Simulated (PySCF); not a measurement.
**CH7GeSi, doublet, SMILES `[SiH2][CH2][GeH3]`: what the electrons do**

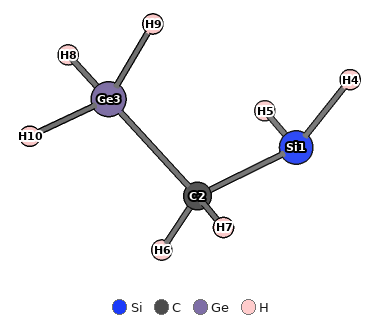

The molecule, with its atoms numbered as below. No frequency check shows the geometry to be a minimum.

Geometry (Å), atoms numbered from 1:

```
Si1      2.1182    0.1698   -0.0002
C2       0.5876   -0.9534    0.0001
Ge3     -1.0677    0.1049    0.0001
H4       2.2002    0.9872    1.2111
H5       2.2017    0.9850   -1.2101
H6       0.5915   -1.6036   -0.8738
H7       0.5905   -1.6020    0.8776
H8      -1.1528    0.9918   -1.2038
H9      -1.1542    0.9940    1.2007
H10     -2.2911   -0.7655   -0.0026
```

## 1. Bonding charge

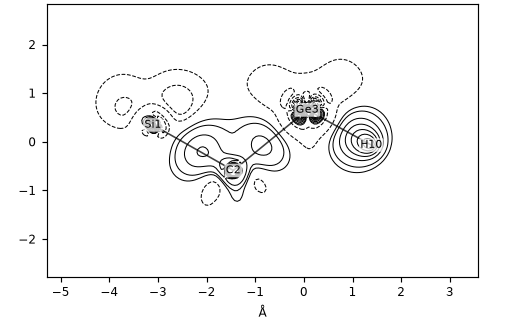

Deformation density (molecule less spherical, spin-averaged free atoms) in the plane of Si1, C2, Ge3 and H10; contours at ±0.05 to ±0.8 e/Å³; solid lines: gain, dashed lines: loss.

PySCF calculation, PBE/def2-TZVP, gas phase; geometry: GFN2-xTB. The stability of the open-shell solution wasn't checked. GFN2-xTB doesn't know the spin state, so this open-shell geometry is rough.

Question: How much density has each bond in this plane gained at its critical point, relative to the free atoms?

Answer: Ge3–H10: +0.25 e/Å³ at the bond critical point (bond length 1.50 Å, Mayer order 0.9). C2–Ge3: +0.17 e/Å³ at the bond critical point (bond length 1.97 Å, Mayer order 0.9). Si1–C2: +0.16 e/Å³ at the bond critical point (bond length 1.90 Å, Mayer order 1.0). In all, 2.0 electrons gather in the regions of gain relative to the promolecule.

Question: Where do the Hirshfeld charges lie?

Answer: The highest Hirshfeld charge is on Ge3 (+0.28 e), the lowest on C2 (−0.22 e).

## 2. Bond critical points

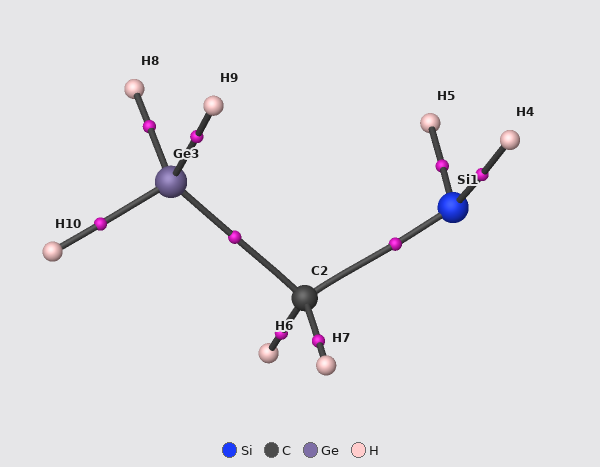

Molecular graph of the electron density (QTAIM): bond paths, bond critical points (magenta), ring points (cyan, if any); weak paths are dashed.

Question: How many critical points of each kind are there, and does the count close?

Answer: 10 nuclei, 9 bond, 0 ring and 0 cage critical points: 10 − 9 + 0 − 0 = 1, as the Poincaré–Hopf relation requires.

Question: Tabulate density, Laplacian, ellipticity and energy density at the bond critical points (atomic units).

Answer:
```csv
bond,length (Å),ρ (a.u.),∇²ρ (a.u.),ε,H (a.u.)
C2–H6 (2 alike),1.089,0.271,−0.88,0.01,−0.268
Ge3–H9 (2 alike),1.496,0.142,+0.08,0.01,−0.084
Ge3–H10,1.501,0.140,+0.08,0.01,−0.082
Si1–H5 (2 alike),1.461,0.124,+0.17,0.08,−0.077
C2–Ge3,1.965,0.121,+0.09,0.03,−0.058
Si1–C2,1.899,0.113,+0.14,0.12,−0.067
```

Question: What kind of interaction is Ge3–H9?

Answer: Polar or intermediate (positive Laplacian, negative energy density H): ρ = 0.142, ∇²ρ = +0.08, H = −0.084 a.u.

## 3. Electrostatic potential

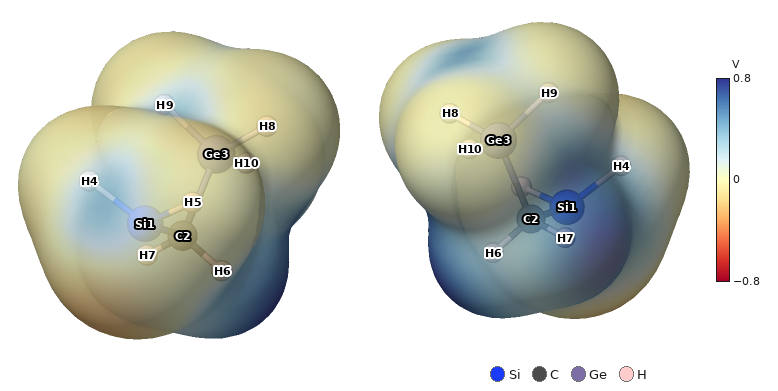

Electrostatic potential on the surface of electron density 0.001 a.u. (back view left, front view right).

Question: Where are the extremes of the potential on the surface?

Answer: Highest: 0.78 V, 1.4 Å from H6, and at like points elsewhere. Further maxima include 0.49 V, near H10 (2.05 Å), H8 (2.12 Å), Ge3 (2.13 Å) and H9 (2.13 Å). Lowest: −0.29 V, 2.5 Å from Si1. Further minima include −0.11 V, 1.6 Å from H4, and at like points elsewhere; −0.07 V, 1.5 Å from H8, and at like points elsewhere. The surface is sampled at points, so like sites can differ by a few per cent and only the strongest of them is named.

Question: What volume does the surface enclose, and what is the dipole moment?

Answer: About 130 Å³; the dipole moment is 0.8 D.

## 4. Spin density

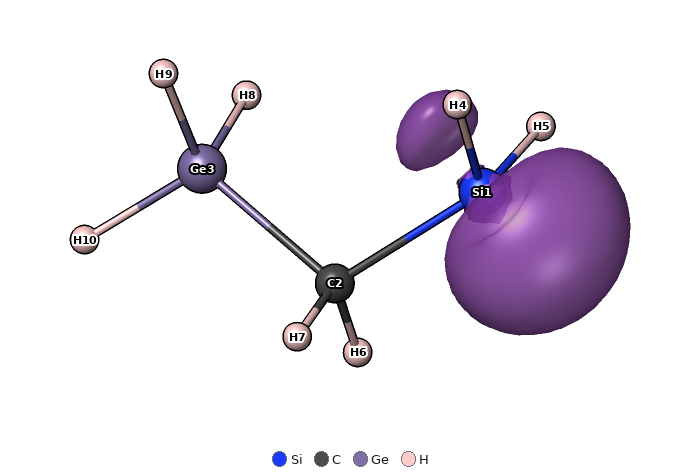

Spin density ρα − ρβ at ±0.05 e/Å³ (purple: excess α, green: excess β).

Question: Where is the unpaired spin?

Answer: Hirshfeld spin populations: Si1 +0.78, C2 +0.05, H4 and H5 +0.05 and Ge3 +0.04. ⟨S²⟩ = 0.75, as for a pure state.

## 5. Removing or adding an electron

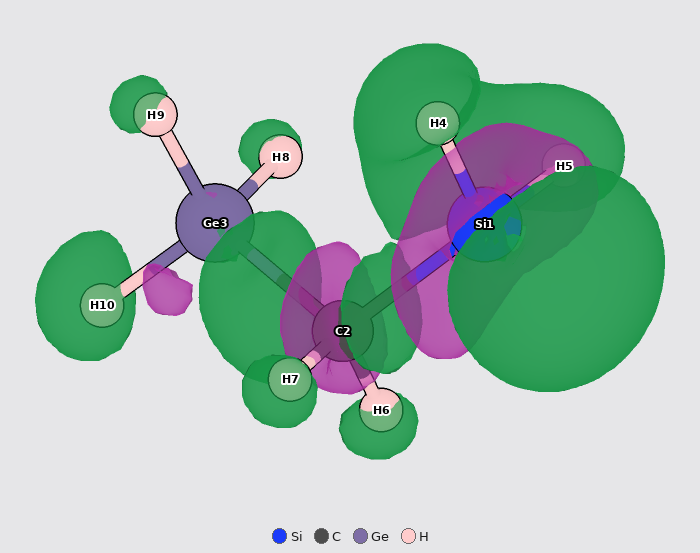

Fukui function f⁻ = ρ(N) − ρ(N−1) at fixed geometry, surfaces at ±0.02 e/Å³ (green positive, purple negative).

Computed with PySCF, CAM-B3LYP/aug-cc-pVDZ, geometry: GFN2-xTB. GFN2-xTB doesn't know the spin state, so this open-shell geometry is rough.

Question: On which atoms does the density change most on removal of an electron?

Answer: f⁻ (Hirshfeld-condensed) is largest on Si1 (0.49); the vertical ionisation energy is 7.84 eV (to the singlet cation, which needn't be its lowest state). Condensed values hint at sites of electrophilic attack but needn't mark the atom that reacts. Orbital relaxation makes it negative in places (0.21 e in all).

The PySCF runs shown took 38 s and 82 s on 1 thread of Arm Neoverse V2, on a shared host.
